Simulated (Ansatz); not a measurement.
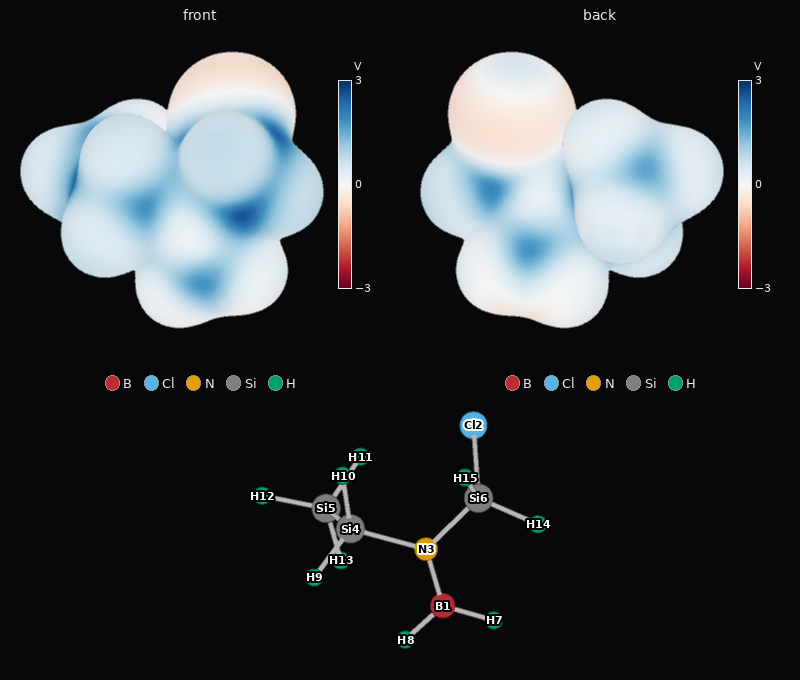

The picture shows: BClH9NSi3 (SMILES BN([SiH2][SiH3])[SiH2]Cl). The molecular electrostatic potential painted on the density surface at 0.004 e/bohr³, seen from the front and from behind; the colour scale runs from red (negative) to blue (positive). The bare structure is drawn below in the same view.

Geometry: PBE0-D4/def2-SVP.

Method: Ansatz 0.2.0, isolated molecule in a Gaussian basis; Kohn-Sham density functional theory, functional PBE0.

Input

```
crystal:
  periodic: [false, false, false]
  atoms:
    - {symbol: B, position_ang: [-0.465873, 0.823336, -1.744667]}
    - {symbol: Cl, position_ang: [0.181451, 1.774171, 2.277888]}
    - {symbol: N, position_ang: [0.347576, 0.632072, -0.602704]}
    - {symbol: Si, position_ang: [0.719604, -1.040507, -0.086457]}
    - {symbol: Si, position_ang: [-1.159827, -1.971743, 0.960120]}
    - {symbol: Si, position_ang: [0.906043, 1.992870, 0.347952]}
    - {symbol: H, position_ang: [-0.772151, 1.940212, -2.097510]}
    - {symbol: H, position_ang: [-0.850924, -0.143376, -2.367344]}
    - {symbol: H, position_ang: [1.134576, -1.830237, -1.282414]}
    - {symbol: H, position_ang: [1.871539, -0.961500, 0.864431]}
    - {symbol: H, position_ang: [-1.474181, -1.207131, 2.203523]}
    - {symbol: H, position_ang: [-0.906444, -3.404319, 1.308195]}
    - {symbol: H, position_ang: [-2.326324, -1.896027, 0.027558]}
    - {symbol: H, position_ang: [0.383524, 3.254088, -0.230222]}
    - {symbol: H, position_ang: [2.389609, 1.987492, 0.450853]}
basis:
  gaussian: {orbitals: def2-SVPD}
output: {forces: true, orbitals: {seedname: orbitals}}
hamiltonian: {xc: pbe0}
```

Run with:

```sh
ansatz run input.yaml --threads 2 --pin off --max-ram 6090MiB --events-out events.jsonl --progress --plain --runs-dir runs
```

> Where is the surface potential most negative and most positive?

The most negative region (about −0.4 V) lies over Cl2, the most positive (about +2.3 V) over Si4 and Si6. Cl2 shows a σ-hole: about +0.4 V at the tip opposite its bond, against about −0.2 V on its flanks.

> What dipole moment does the calculation give?

Its dipole moment is 1.03 D.
